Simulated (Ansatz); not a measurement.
**Run report: Si₅₀H₅₂, geometry relaxation (part 3 of 4)**

Continued. System: Si₅₀H₅₂ (Si50H52 off sphere). Method: RKS PBE-D4/def2-SVP (Ansatz 0.2.0). 

## Trajectory as extended XYZ, continued
```
102
Properties=species:S:1:pos:R:3:forces:R:3 step=3 energy=-394434.22402
Si   -4.4509   -3.8088    0.2027    0.0628  -0.0632  -0.0219
Si   -4.4602   -0.8480   -2.7514    0.1851  -0.0201   0.0347
Si   -4.4582   -0.9838    2.7968    0.0737   0.0652  -0.0991
Si   -4.4531    1.7428    0.0961    0.0483  -0.0743   0.0536
Si   -1.7796   -3.6731   -2.6344   -0.0715   0.1156   0.1545
Si   -1.7242   -3.7079    2.8191    0.1094   0.0547  -0.0868
Si    0.9723   -3.6934    0.1037   -0.0340   0.0001  -0.0147
Si   -1.7272   -0.9654   -5.3575   -0.0682   0.0242   0.1271
Si   -1.7408    1.7332   -2.6227    0.1628  -0.0677   0.0864
Si    0.9655   -0.9696   -2.6131    0.0079  -0.0003  -0.0109
Si    0.9759    1.7303   -5.3648   -0.0630   0.0622   0.1955
Si   -1.7497   -0.9777    0.0886   -0.0685  -0.0512  -0.0492
Si   -1.7310    1.7327    2.8183    0.0473   0.0048   0.0013
Si    0.9648   -0.9643    2.8238   -0.0540   0.0735   0.0013
Si    0.9823    1.7476    0.0891    0.0258   0.0049  -0.0465
Si   -1.8657   -1.0921    5.5342    0.0064  -0.0004  -0.0977
Si    1.0848    1.8691    5.5401   -0.0902  -0.0844  -0.0834
Si    0.8475    4.4505   -2.7586    0.1443  -0.2619   0.1614
Si   -1.7288    4.4538    0.0935    0.0730  -0.0836   0.0609
Si    0.9865    4.4599    2.7901   -0.0590  -0.0416  -0.0741
Si    3.6896   -3.6852   -2.6319   -0.0864   0.0748   0.0855
Si    3.6753    1.7713   -2.6292   -0.0825   0.0937   0.1056
Si    3.6910   -0.9730    0.0994    0.0325   0.0162   0.0198
Si    3.7004    1.7261    2.8217   -0.0758  -0.1219  -0.1061
Si    3.8084    4.4600    0.2027   -0.0369  -0.1868  -0.1012
Si   -3.2293   -5.0541   -1.3886   -0.0107   0.1284   0.0445
Si   -3.1082   -2.3056   -4.0125    0.0645   0.0872   0.0413
Si   -3.0888   -2.3558    1.4575    0.0484   0.0104  -0.0375
Si   -3.1048    0.3889   -1.2753   -0.0541  -0.0717   0.0518
Si   -5.8168    0.3693    1.4349    0.1610  -0.0581  -0.0798
Si   -3.1029    0.3691    4.1637    0.0339  -0.0305  -0.0060
Si   -3.0873    3.0959    1.4518    0.0605  -0.0742   0.0117
Si   -0.3944   -2.3415   -1.2618   -0.0432  -0.0334   0.0405
Si    2.3307   -5.0381   -1.2659   -0.0031   0.1886  -0.0196
Si    2.3193   -2.3256   -3.9744   -0.0170  -0.0042   0.0954
Si   -0.2605   -5.0591    1.5685   -0.0463   0.0784  -0.0174
Si   -0.3956   -2.3302    4.1761   -0.1635   0.1549  -0.0792
Si    2.3172   -2.3169    1.4510   -0.1675   0.1727  -0.2112
Si   -0.3802    0.3870   -3.9891    0.0011   0.0075   0.0320
Si   -0.3830    3.0950   -1.2747    0.0194   0.0508  -0.0097
Si    2.3407    0.3882   -1.2644    0.0046   0.0500   0.0567
Si    2.3171    3.1045   -4.0143   -0.1258  -0.0934   0.0809
Si   -0.3858    0.3831    1.4427    0.0324   0.0209   0.0268
Si   -0.3635    3.1104    4.1623    0.1195  -0.1786  -0.1534
Si    2.3252    0.3998    4.1843   -0.1118   0.0771  -0.0486
Si    2.3542    3.0897    1.4537    0.0293  -0.0325  -0.0510
Si   -0.3645    5.8223    1.4309    0.0154  -0.1038  -0.0066
Si    5.0445   -2.3297   -1.2651   -0.3033   0.0431  -0.0500
Si    5.0510    3.2330   -1.3875   -0.1232   0.0369   0.0060
Si    5.0497    0.2598    1.5732   -0.1425   0.0297  -0.0303
H    -5.4934   -3.0270   -0.5252   -0.1518   0.1353  -0.0848
H    -5.2037   -4.7217    1.1356    0.0786  -0.0763   0.0803
H    -5.5096   -1.6031   -2.0111   -0.1771  -0.1337   0.1326
H    -5.1904    0.0926   -3.6627    0.0159   0.1654  -0.1413
H    -5.3150   -1.8582    3.6689   -0.0827  -0.0931   0.0886
H    -5.3082    2.6173   -0.7814   -0.0613   0.0705  -0.0703
H    -0.9021   -4.5289   -3.5010    0.0914  -0.1017  -0.1162
H    -2.6154   -4.5520    3.6873   -0.0928  -0.0776   0.0858
H    -2.5798   -0.0836   -6.2284   -0.0287   0.0614  -0.0666
H    -0.8663   -1.8180   -6.2374    0.1168  -0.0968  -0.1207
H    -2.6053    2.6087   -3.4838   -0.1076   0.1039  -0.0941
H     0.0986    2.5779   -6.2431   -0.0744   0.0425  -0.0668
H     1.8173    0.8566   -6.2363    0.1399  -0.1530  -0.1566
H    -2.7881   -2.0155    6.2824   -0.1108  -0.1101  -0.0685
H    -1.1065   -0.3405    6.5738    0.1092   0.1345   0.1710
H     0.3016    1.1187    6.5696   -0.0713  -0.0783   0.1189
H     2.0069    2.7797    6.2959    0.1472   0.1509  -0.0260
H    -0.0916    5.1737   -3.6625   -0.2547   0.0648  -0.2330
H     1.6035    5.4967   -2.0113    0.1138   0.1699   0.1127
H    -2.5974    5.3031   -0.7903   -0.1074   0.0910  -0.0955
H     1.8698    5.3112    3.6599    0.0845   0.0823   0.0843
H     4.5476   -4.5508   -3.5096    0.1072  -0.1033  -0.0978
H     4.5353    0.8988   -3.5008    0.0837  -0.0732  -0.0864
H     4.5460    2.6170    3.6846    0.1026   0.1167   0.1099
H     3.0271    5.5050   -0.5226   -0.1258   0.1563  -0.0712
H     4.7206    5.1900    1.1404    0.1572   0.0100   0.1577
H    -4.1615   -5.7875   -2.3114   -0.1190   0.0432  -0.1228
H    -2.4463   -6.1060   -0.6782    0.1351  -0.1604   0.1047
H    -3.9719   -3.1865   -4.8727   -0.0874  -0.0874  -0.0770
H    -6.6906   -0.4874    0.5637   -0.0791  -0.0593  -0.0660
H    -6.6939    1.2236    2.2983   -0.1197   0.0985   0.1117
H    -3.9729    1.2654    5.0089   -0.0473   0.0389   0.0352
H    -3.9507    3.9574    2.3369   -0.0487   0.0559   0.0622
H     1.4637   -5.9185   -2.1174   -0.0880  -0.0870  -0.0736
H     3.1847   -5.9129   -0.3978    0.0954  -0.1036   0.0932
H     1.4493   -3.1836   -4.8513   -0.0534  -0.0400  -0.0543
H     3.1699   -1.4582   -4.8584    0.0529   0.0707  -0.0722
H    -1.0063   -6.1035    0.8061   -0.1110  -0.1482  -0.1189
H     0.6750   -5.8058    2.4787    0.1236   0.0623   0.1098
H     0.4939   -3.1787    5.0283    0.1711  -0.1566   0.1530
H     3.1822   -3.1795    2.3087    0.1946  -0.1956   0.1980
H     3.2086    3.9678   -4.8584    0.1090   0.1185  -0.1128
H    -1.2548    3.9727    4.9974   -0.1687   0.1750   0.1561
H     3.1849   -0.4901    5.0360    0.0906  -0.1107   0.0922
H    -1.2263    6.6996    2.2958   -0.0489   0.0637   0.0628
H     0.4890    6.7009    0.5632    0.0729   0.0860  -0.0759
H     5.9061   -3.1865   -0.3984    0.1761  -0.1579   0.1603
H     5.9268   -1.4628   -2.1089    0.1213   0.1148  -0.1040
H     6.1072    2.4620   -0.6723    0.1719  -0.1530   0.1182
H     5.7843    4.1613   -2.3186   -0.0684   0.0927  -0.0986
H     5.7838   -0.6815    2.4832   -0.0330  -0.1462   0.1365
H     6.0983    1.0038    0.8208    0.1893   0.1386  -0.1472
102
Properties=species:S:1:pos:R:3:forces:R:3 step=4 energy=-394434.37407
Si   -4.4399   -3.8107    0.2161   -0.0407  -0.0019   0.0135
Si   -4.4474   -0.8425   -2.7520   -0.0247   0.0125  -0.0174
Si   -4.4558   -0.9856    2.7943    0.0037   0.0003  -0.0033
Si   -4.4592    1.7426    0.1038   -0.0017  -0.0003  -0.0040
Si   -1.7673   -3.6698   -2.6259   -0.0001  -0.0021  -0.0154
Si   -1.7196   -3.7010    2.8234    0.0024   0.0063   0.0108
Si    0.9637   -3.6923    0.0966    0.0170   0.0008   0.0078
Si   -1.7201   -0.9716   -5.3577    0.0013  -0.0013   0.0016
Si   -1.7334    1.7358   -2.6052    0.0023  -0.0010   0.0031
Si    0.9698   -0.9696   -2.6104   -0.0046   0.0022  -0.0001
Si    0.9773    1.7206   -5.3579    0.0006  -0.0050  -0.0004
Si   -1.7478   -0.9776    0.0906   -0.0046  -0.0018  -0.0010
Si   -1.7313    1.7334    2.8185    0.0009   0.0015   0.0015
Si    0.9613   -0.9605    2.8207    0.0005   0.0016   0.0017
Si    0.9796    1.7468    0.0908   -0.0012   0.0052   0.0002
Si   -1.8757   -1.0907    5.5367   -0.0111  -0.0092   0.0276
Si    1.0856    1.8746    5.5386    0.0084   0.0140   0.0258
Si    0.8428    4.4461   -2.7560   -0.0100   0.0260  -0.0206
Si   -1.7379    4.4610    0.1030   -0.0029   0.0060  -0.0022
Si    0.9889    4.4576    2.7925    0.0003  -0.0051  -0.0010
Si    3.6854   -3.6847   -2.6459   -0.0003  -0.0007  -0.0067
Si    3.6720    1.7641   -2.6238   -0.0001   0.0039  -0.0184
Si    3.6937   -0.9650    0.0980   -0.0032  -0.0161   0.0116
Si    3.7010    1.7200    2.8253   -0.0067  -0.0046   0.0138
Si    3.8107    4.4383    0.2146    0.0012   0.0433   0.0127
Si   -3.2372   -5.0386   -1.3972   -0.0097  -0.0319  -0.0201
Si   -3.1035   -2.3118   -4.0099    0.0108  -0.0073  -0.0081
Si   -3.0777   -2.3486    1.4565    0.0034  -0.0114   0.0135
Si   -3.1061    0.3829   -1.2588    0.0000   0.0189  -0.0033
Si   -5.8253    0.3529    1.4245    0.0000  -0.0009   0.0032
Si   -3.1044    0.3759    4.1645   -0.0173  -0.0031  -0.0036
Si   -3.0925    3.0962    1.4644   -0.0002  -0.0054   0.0063
Si   -0.3934   -2.3360   -1.2593    0.0026  -0.0010  -0.0026
Si    2.3253   -5.0334   -1.2750    0.0019  -0.0019  -0.0006
Si    2.3166   -2.3180   -3.9866    0.0030  -0.0026   0.0022
Si   -0.2609   -5.0555    1.5708    0.0136  -0.0300   0.0133
Si   -0.3885   -2.3195    4.1875   -0.0086  -0.0099   0.0005
Si    2.3152   -2.3158    1.4449   -0.0014   0.0021  -0.0049
Si   -0.3822    0.3854   -3.9776   -0.0044   0.0028  -0.0021
Si   -0.3790    3.1068   -1.2584   -0.0208  -0.0048  -0.0068
Si    2.3369    0.3911   -1.2581    0.0032  -0.0013  -0.0041
Si    2.3177    3.1032   -4.0089    0.0034  -0.0151  -0.0098
Si   -0.3862    0.3867    1.4445    0.0060  -0.0067  -0.0038
Si   -0.3737    3.1079    4.1631   -0.0003   0.0153  -0.0019
Si    2.3183    0.3902    4.1896    0.0090   0.0050  -0.0022
Si    2.3503    3.0767    1.4562    0.0093  -0.0039   0.0176
Si   -0.3488    5.8283    1.4229    0.0026   0.0005   0.0015
Si    5.0346   -2.3258   -1.2739    0.0045  -0.0065  -0.0040
Si    5.0406    3.2332   -1.3947    0.0342   0.0088  -0.0191
Si    5.0549    0.2574    1.5760    0.0280  -0.0128   0.0153
H    -5.5491   -3.0492   -0.4639    0.0156  -0.0217   0.0243
H    -5.0791   -4.7692    1.1931    0.0114  -0.0021  -0.0006
H    -5.5609   -1.5700   -2.0439    0.0117   0.0168  -0.0192
H    -5.0757    0.1521   -3.7007    0.0056  -0.0011   0.0078
H    -5.3087   -1.8743    3.6722    0.0015   0.0006  -0.0016
H    -5.3093    2.6207   -0.7871    0.0012  -0.0013   0.0007
H    -0.8926   -4.5385   -3.5016   -0.0003   0.0064  -0.0006
H    -2.6233   -4.5466    3.6928   -0.0026   0.0011   0.0011
H    -2.5577   -0.0845   -6.2468    0.0024  -0.0001  -0.0020
H    -0.8383   -1.8242   -6.2365    0.0024  -0.0007   0.0036
H    -2.6109    2.6145   -3.4691   -0.0005   0.0007   0.0041
H     0.0918    2.5573   -6.2494    0.0007  -0.0010  -0.0002
H     1.8270    0.8340   -6.2348    0.0032   0.0006   0.0050
H    -2.8438   -2.0673    6.1638   -0.0010   0.0033  -0.0097
H    -1.1677   -0.3632    6.6495   -0.0169  -0.0170  -0.0077
H     0.3488    1.1634    6.6434    0.0197   0.0163  -0.0078
H     2.0590    2.8390    6.1762   -0.0030  -0.0015  -0.0112
H    -0.1555    5.0647   -3.7077    0.0052  -0.0053   0.0101
H     1.5652    5.5662   -2.0534   -0.0166  -0.0100  -0.0178
H    -2.6154    5.3099   -0.7896    0.0008  -0.0009   0.0019
H     1.8797    5.3084    3.6702   -0.0009   0.0005  -0.0010
H     4.5575   -4.5578   -3.5204    0.0017  -0.0004   0.0024
H     4.5400    0.8897   -3.5003   -0.0050  -0.0010  -0.0008
H     4.5467    2.6243    3.6942   -0.0005   0.0019   0.0003
H     3.0454    5.5437   -0.4674    0.0229  -0.0138   0.0210
H     4.7669    5.0821    1.1907    0.0026  -0.0108  -0.0013
H    -4.2149   -5.6594   -2.3679    0.0002   0.0127  -0.0002
H    -2.4938   -6.1610   -0.7208   -0.0138   0.0131  -0.0147
H    -3.9798   -3.2021   -4.8625   -0.0014  -0.0011  -0.0003
H    -6.6891   -0.5113    0.5389   -0.0015   0.0013   0.0017
H    -6.7277    1.1950    2.2933   -0.0087  -0.0015  -0.0014
H    -3.9828    1.2716    5.0091    0.0004   0.0029  -0.0014
H    -3.9546    3.9586    2.3596    0.0014   0.0003   0.0017
H     1.4515   -5.9256   -2.1228   -0.0004   0.0017  -0.0014
H     3.1869   -5.9139   -0.4025    0.0000   0.0017  -0.0026
H     1.4368   -3.1680   -4.8699   -0.0016   0.0013  -0.0004
H     3.1662   -1.4412   -4.8732   -0.0027   0.0041  -0.0007
H    -0.9805   -6.1588    0.8387    0.0134   0.0132   0.0188
H     0.7284   -5.6966    2.5164   -0.0001   0.0089  -0.0041
H     0.5146   -3.1737    5.0487    0.0020  -0.0019  -0.0045
H     3.1892   -3.1916    2.3155   -0.0012   0.0015   0.0022
H     3.2110    3.9783   -4.8597   -0.0011   0.0022   0.0001
H    -1.2713    3.9858    5.0063   -0.0012   0.0005  -0.0021
H     3.1717   -0.5134    5.0510    0.0026  -0.0019  -0.0039
H    -1.1902    6.7317    2.2913    0.0004   0.0077  -0.0007
H     0.5150    6.6916    0.5363   -0.0003   0.0001   0.0029
H     5.9134   -3.1905   -0.4025   -0.0020   0.0022  -0.0022
H     5.9285   -1.4518   -2.1197   -0.0026  -0.0008  -0.0019
H     6.1602    2.4893   -0.7143   -0.0119   0.0129  -0.0142
H     5.6647    4.2082   -2.3658   -0.0114   0.0012  -0.0005
H     5.6887   -0.7340    2.5242   -0.0072   0.0005  -0.0049
H     6.1633    0.9745    0.8491   -0.0121  -0.0136   0.0164
102
Properties=species:S:1:pos:R:3:forces:R:3 step=5 energy=-394434.38045
Si   -4.4375   -3.8288    0.2298   -0.0288   0.0240  -0.0185
Si   -4.4464   -0.8279   -2.7670   -0.0219  -0.0164   0.0162
Si   -4.4558   -0.9893    2.7907   -0.0036  -0.0011   0.0019
Si   -4.4600    1.7423    0.1061   -0.0015   0.0016  -0.0038
Si   -1.7716   -3.6661   -2.6298   -0.0046   0.0065  -0.0061
Si   -1.7150   -3.7037    2.8303    0.0102   0.0099   0.0109
Si    0.9651   -3.6934    0.0999    0.0035  -0.0004   0.0056
Si   -1.7137   -0.9729   -5.3610   -0.0043  -0.0056   0.0010
Si   -1.7341    1.7360   -2.6031    0.0028  -0.0003   0.0068
Si    0.9684   -0.9681   -2.6056    0.0041  -0.0051  -0.0030
Si    0.9776    1.7136   -5.3609    0.0053   0.0042   0.0010
Si   -1.7510   -0.9803    0.0912    0.0009  -0.0061  -0.0064
Si   -1.7285    1.7303    2.8213    0.0012  -0.0015  -0.0019
Si    0.9584   -0.9582    2.8256   -0.0037   0.0055  -0.0023
Si    0.9818    1.7505    0.0916    0.0044  -0.0017  -0.0063
Si   -1.8938   -1.1013    5.5392    0.0182   0.0211   0.0240
Si    1.0978    1.8916    5.5397   -0.0203  -0.0202   0.0251
Si    0.8290    4.4460   -2.7693    0.0135   0.0208   0.0122
Si   -1.7387    4.4615    0.1061   -0.0023   0.0025  -0.0041
Si    0.9924    4.4569    2.7904    0.0009   0.0034   0.0015
Si    3.6837   -3.6837   -2.6485   -0.0007   0.0025  -0.0009
Si    3.6683    1.7695   -2.6283   -0.0060   0.0051  -0.0073
Si    3.6941   -0.9663    0.1009   -0.0005  -0.0024   0.0066
Si    3.7045    1.7148    2.8315   -0.0078  -0.0118   0.0103
Si    3.8281    4.4363    0.2272   -0.0216   0.0295  -0.0182
Si   -3.2509   -5.0358   -1.4124    0.0185  -0.0292   0.0098
Si   -3.1043   -2.3071   -4.0162    0.0101   0.0083  -0.0128
Si   -3.0750   -2.3569    1.4595    0.0048  -0.0032   0.0081
Si   -3.1081    0.3835   -1.2586    0.0004   0.0070  -0.0049
Si   -5.8272    0.3494    1.4226    0.0017  -0.0059  -0.0041
Si   -3.1086    0.3739    4.1632   -0.0065  -0.0034  -0.0019
Si   -3.0907    3.0932    1.4678    0.0004   0.0001   0.0082
Si   -0.3949   -2.3389   -1.2576   -0.0042   0.0047   0.0023
Si    2.3250   -5.0323   -1.2762    0.0047  -0.0015  -0.0001
Si    2.3140   -2.3146   -3.9854   -0.0012   0.0003  -0.0009
Si   -0.2467   -5.0560    1.5860   -0.0186  -0.0242  -0.0151
Si   -0.3913   -2.3171    4.1946   -0.0099  -0.0129  -0.0019
Si    2.3126   -2.3133    1.4484    0.0016  -0.0018  -0.0029
Si   -0.3832    0.3854   -3.9756   -0.0018   0.0006  -0.0022
Si   -0.3805    3.1088   -1.2583   -0.0078  -0.0011  -0.0055
Si    2.3398    0.3936   -1.2568   -0.0037   0.0042   0.0027
Si    2.3114    3.1039   -4.0151   -0.0080  -0.0095  -0.0109
Si   -0.3854    0.3858    1.4422   -0.0018   0.0028   0.0093
Si   -0.3722    3.1110    4.1626    0.0031   0.0058  -0.0015
Si    2.3169    0.3916    4.1953    0.0117   0.0102  -0.0046
Si    2.3585    3.0743    1.4597    0.0021  -0.0045   0.0091
Si   -0.3452    5.8289    1.4218    0.0058  -0.0019  -0.0041
Si    5.0327   -2.3259   -1.2755    0.0022  -0.0070  -0.0001
Si    5.0388    3.2465   -1.4095    0.0283  -0.0181   0.0101
Si    5.0560    0.2436    1.5896    0.0228   0.0173  -0.0141
H    -5.5615   -3.0724   -0.4300    0.0033  -0.0036   0.0076
H    -5.0579   -4.7973    1.2082    0.0126  -0.0075   0.0055
H    -5.5699   -1.5502   -2.0702    0.0069   0.0009  -0.0021
H    -5.0653    0.1736   -3.7137    0.0102   0.0038  -0.0016
H    -5.3095   -1.8761    3.6696    0.0001   0.0003   0.0021
H    -5.3091    2.6223   -0.7838    0.0014   0.0005   0.0005
H    -0.8953   -4.5324   -3.5062   -0.0054   0.0000  -0.0019
H    -2.6202   -4.5492    3.6984   -0.0002   0.0000   0.0001
H    -2.5450   -0.0876   -6.2577    0.0046   0.0011  -0.0023
H    -0.8267   -1.8291   -6.2309    0.0044   0.0017   0.0010
H    -2.6124    2.6155   -3.4655   -0.0008   0.0004   0.0025
H     0.0943    2.5449   -6.2596   -0.0011  -0.0045  -0.0017
H     1.8332    0.8241   -6.2288   -0.0014  -0.0033   0.0017
H    -2.8666   -2.0815    6.1518   -0.0046  -0.0053  -0.0116
H    -1.1979   -0.3819    6.6645   -0.0026  -0.0002  -0.0037
H     0.3720    1.1900    6.6575    0.0002   0.0040  -0.0021
H     2.0756    2.8602    6.1625    0.0049   0.0044  -0.0127
H    -0.1749    5.0565   -3.7191   -0.0019  -0.0093   0.0001
H     1.5461    5.5754   -2.0767   -0.0002  -0.0079  -0.0025
H    -2.6182    5.3103   -0.7845   -0.0005  -0.0011   0.0011
H     1.8805    5.3097    3.6688   -0.0006   0.0003   0.0026
H     4.5569   -4.5567   -3.5220   -0.0005   0.0002   0.0011
H     4.5338    0.8928   -3.5051    0.0004   0.0044  -0.0024
H     4.5504    2.6200    3.6992   -0.0004   0.0000   0.0003
H     3.0688    5.5555   -0.4373    0.0040  -0.0024   0.0078
H     4.7941    5.0627    1.2043    0.0071  -0.0117   0.0051
H    -4.2361   -5.6399   -2.3851   -0.0044   0.0115  -0.0056
H    -2.5090   -6.1702   -0.7554   -0.0023   0.0010  -0.0012
H    -3.9816   -3.1972   -4.8682    0.0002  -0.0016   0.0015
H    -6.6880   -0.5152    0.5344   -0.0005   0.0019  -0.0018
H    -6.7343    1.1874    2.2906   -0.0020  -0.0023   0.0014
H    -3.9876    1.2726    5.0041   -0.0018  -0.0003  -0.0025
H    -3.9517    3.9554    2.3644   -0.0011   0.0007   0.0003
H     1.4497   -5.9228   -2.1241   -0.0026   0.0014   0.0013
H     3.1887   -5.9141   -0.4072   -0.0002   0.0001  -0.0013
H     1.4328   -3.1626   -4.8693   -0.0001   0.0004  -0.0003
H     3.1608   -1.4347   -4.8716   -0.0002   0.0005   0.0001
H    -0.9652   -6.1670    0.8650    0.0054   0.0059   0.0007
H     0.7481   -5.6880    2.5310    0.0035   0.0102   0.0026
H     0.5147   -3.1699    5.0540    0.0013   0.0015   0.0005
H     3.1860   -3.1879    2.3207    0.0017  -0.0015  -0.0009
H     3.2031    3.9810   -4.8657    0.0010  -0.0003   0.0006
H    -1.2715    3.9903    5.0026    0.0011   0.0013  -0.0024
H     3.1692   -0.5147    5.0551   -0.0016  -0.0009   0.0007
H    -1.1827    6.7370    2.2892    0.0020   0.0021   0.0020
H     0.5198    6.6889    0.5332   -0.0021  -0.0004  -0.0013
H     5.9135   -3.1910   -0.4068   -0.0004   0.0009  -0.0015
H     5.9244   -1.4508   -2.1224   -0.0022   0.0023   0.0011
H     6.1693    2.5031   -0.7475   -0.0008   0.0021  -0.0023
H     5.6476    4.2290   -2.3819   -0.0106   0.0049  -0.0050
H     5.6818   -0.7533    2.5367   -0.0093  -0.0029   0.0020
H     6.1715    0.9586    0.8721   -0.0059  -0.0053   0.0002
```

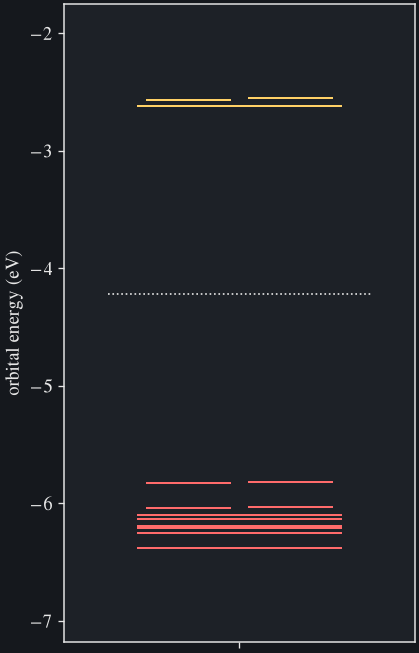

Figure 1. Orbital energies near the frontier; the dotted line parts filled from empty levels, and levels within 0.02 eV of each other stand side by side. Highest filled −5.82 eV, lowest empty −2.62 eV, 3.20 eV apart.
